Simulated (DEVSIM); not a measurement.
Structure: Schottky contact on n-type Ge, at 300 K.

| layer (left to right) | material | thickness (μm) | Nd (cm⁻³) | τn (s) | τp (s) |
|---|---|---|---|---|---|
| 1 | Ge | 1.40 | 1.7e17 | 2.2e-6 | 2.2e-6 |
| 2 | Ge | 4.10 | 9.7e17 | 2.2e-6 | 2.2e-6 |

Left contact: Schottky, work function 4.29 eV, emission velocity 4e6 cm/s. Right contact: ohmic. Voltage is applied to the left contact. Recombination: SRH at mid-gap. Mobility is μmin + (μ − μmin)/(1 + (N/Nref)^α).

This is a model device: material constants are rounded textbook-type values typed into the input, and sizes, dopings and lifetimes were drawn at random. Values at 300 K.

```
parameter           Ge
-------------  -------
gap (eV)         0.664
affinity (eV)        4
permittivity        16
Nc (cm⁻³)      1.04e19
Nv (cm⁻³)         6e18
μn (cm²/Vs)       3900
μp (cm²/Vs)       1900
μn,min             150
μp,min             100
Nref,n          2.6e17
Nref,p            4e17
αn                0.56
αp                 0.6
```

Simulated with DEVSIM: 1D drift-diffusion, Boltzmann statistics, complete ionisation; no tunnelling, impact ionisation, image-force lowering or self-heating. Metal contacts follow the ideal Schottky-Mott rule: no Fermi-level pinning, no interface dipoles.

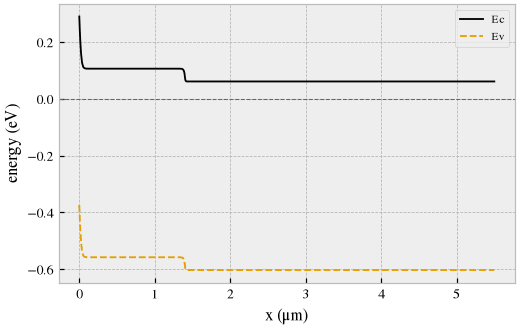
Band edges at zero bias

Energies count from the Fermi level of the right contact; mesh points crowd at the junctions.

```json
[
 {"x (μm)": "0.000", "Ec (eV)": "0.290", "Ev (eV)": "-0.374", "n (cm⁻³)": "1.4e14", "p (cm⁻³)": "3.1e12", "field (V/cm)": "-77000"},
 {"x (μm)": "0.02373", "Ec (eV)": "0.158", "Ev (eV)": "-0.506", "n (cm⁻³)": "2.3e16", "p (cm⁻³)": "1.9e10", "field (V/cm)": "-34000"},
 {"x (μm)": "0.07010", "Ec (eV)": "0.108", "Ev (eV)": "-0.556", "n (cm⁻³)": "1.6e17", "p (cm⁻³)": "2.7e9", "field (V/cm)": "-1100"},
 {"x (μm)": "0.1607", "Ec (eV)": "0.106", "Ev (eV)": "-0.558", "n (cm⁻³)": "1.7e17", "p (cm⁻³)": "2.6e9", "field (V/cm)": "≈ 0"},
 {"x (μm)": "0.4343", "Ec (eV)": "0.106", "Ev (eV)": "-0.558", "n (cm⁻³)": "1.7e17", "p (cm⁻³)": "2.6e9", "field (V/cm)": "≈ 0"},
 {"x (μm)": "0.8296", "Ec (eV)": "0.106", "Ev (eV)": "-0.558", "n (cm⁻³)": "1.7e17", "p (cm⁻³)": "2.6e9", "field (V/cm)": "≈ 0"},
 {"x (μm)": "1.120", "Ec (eV)": "0.106", "Ev (eV)": "-0.558", "n (cm⁻³)": "1.7e17", "p (cm⁻³)": "2.6e9", "field (V/cm)": "≈ 0"},
 {"x (μm)": "1.302", "Ec (eV)": "0.106", "Ev (eV)": "-0.558", "n (cm⁻³)": "1.7e17", "p (cm⁻³)": "2.6e9", "field (V/cm)": "≈ 0"},
 {"x (μm)": "1.362", "Ec (eV)": "0.105", "Ev (eV)": "-0.559", "n (cm⁻³)": "1.8e17", "p (cm⁻³)": "2.5e9", "field (V/cm)": "-800"},
 {"x (μm)": "1.394", "Ec (eV)": "0.090", "Ev (eV)": "-0.574", "n (cm⁻³)": "3.2e17", "p (cm⁻³)": "1.4e9", "field (V/cm)": "-15000"},
 {"x (μm)": "1.414", "Ec (eV)": "0.062", "Ev (eV)": "-0.602", "n (cm⁻³)": "9.3e17", "p (cm⁻³)": "4.7e8", "field (V/cm)": "-2100"},
 {"x (μm)": "1.471", "Ec (eV)": "0.061", "Ev (eV)": "-0.603", "n (cm⁻³)": "9.7e17", "p (cm⁻³)": "4.5e8", "field (V/cm)": "≈ 0"},
 {"x (μm)": "1.566", "Ec (eV)": "0.061", "Ev (eV)": "-0.603", "n (cm⁻³)": "9.7e17", "p (cm⁻³)": "4.5e8", "field (V/cm)": "≈ 0"},
 {"x (μm)": "1.753", "Ec (eV)": "0.061", "Ev (eV)": "-0.603", "n (cm⁻³)": "9.7e17", "p (cm⁻³)": "4.5e8", "field (V/cm)": "≈ 0"},
 {"x (μm)": "2.330", "Ec (eV)": "0.061", "Ev (eV)": "-0.603", "n (cm⁻³)": "9.7e17", "p (cm⁻³)": "4.5e8", "field (V/cm)": "≈ 0"},
 {"x (μm)": "3.270", "Ec (eV)": "0.061", "Ev (eV)": "-0.603", "n (cm⁻³)": "9.7e17", "p (cm⁻³)": "4.5e8", "field (V/cm)": "≈ 0"},
 {"x (μm)": "4.345", "Ec (eV)": "0.061", "Ev (eV)": "-0.603", "n (cm⁻³)": "9.7e17", "p (cm⁻³)": "4.5e8", "field (V/cm)": "≈ 0"},
 {"x (μm)": "4.930", "Ec (eV)": "0.061", "Ev (eV)": "-0.603", "n (cm⁻³)": "9.7e17", "p (cm⁻³)": "4.5e8", "field (V/cm)": "≈ 0"},
 {"x (μm)": "5.289", "Ec (eV)": "0.061", "Ev (eV)": "-0.603", "n (cm⁻³)": "9.7e17", "p (cm⁻³)": "4.5e8", "field (V/cm)": "≈ 0"},
 {"x (μm)": "5.406", "Ec (eV)": "0.061", "Ev (eV)": "-0.603", "n (cm⁻³)": "9.7e17", "p (cm⁻³)": "4.5e8", "field (V/cm)": "≈ 0"},
 {"x (μm)": "5.465", "Ec (eV)": "0.061", "Ev (eV)": "-0.603", "n (cm⁻³)": "9.7e17", "p (cm⁻³)": "4.5e8", "field (V/cm)": "≈ 0"},
 {"x (μm)": "5.500", "Ec (eV)": "0.061", "Ev (eV)": "-0.603", "n (cm⁻³)": "9.7e17", "p (cm⁻³)": "4.5e8", "field (V/cm)": "≈ 0"}
]
```
